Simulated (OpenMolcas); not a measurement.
# How methods differ on CHFGaN (SMILES N#[C][GaH][F])

CHFGaN has 5 atoms, charge 0, and is taken as a singlet. As SMILES, `N#[C][GaH][F]`. The coordinates come from a PBE0-D4/def2-TZVP relaxation.

```xyz
5

N     1.2140   -1.6572    1.2660
C     0.6410   -0.8647    0.6563
Ga   -0.2597    0.5190   -0.3455
F    -1.7247   -0.0535   -1.0926
H     0.1792    1.9827   -0.5256
```

Each level gives the electronic atomisation energy (eV). The values are calculated. Electronic energies at fixed atoms, without zero-point motion or spin-orbit coupling.

```csv
level,kind,program,value (eV),less CCSD(T)/cc-pVDZ
HF/cc-pVDZ,Hartree–Fock,OpenMolcas,12.48,-5.46
SVWN5/cc-pVDZ,LDA,OpenMolcas,22.66,+4.72
revPBE/cc-pVDZ,GGA,OpenMolcas,19.17,+1.23
M06-L/cc-pVDZ,meta-GGA,OpenMolcas,19.38,+1.44
TPSS/cc-pVDZ,meta-GGA,OpenMolcas,19.45,+1.51
BHLYP/cc-pVDZ,global hybrid,OpenMolcas,17.92,-0.02
PBE0/cc-pVDZ,global hybrid,OpenMolcas,19.12,+1.18
CCSD(T)/cc-pVDZ,coupled cluster or CI,OpenMolcas,17.94,0.00
```

Differences are taken from CCSD(T)/cc-pVDZ for orientation; it has basis-set and higher-order errors of its own. All-electron rows without a relativistic Hamiltonian named are non-relativistic. The values span 12.48 to 22.66 eV. In the correlated wave-function rows the outer d shell of Ga is correlated, in sets not made for it.

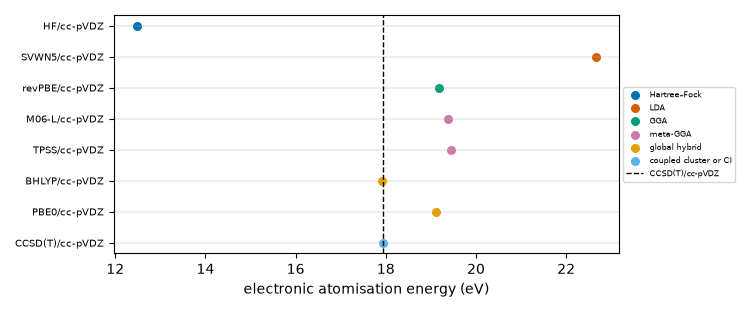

The values of the table, level by level.
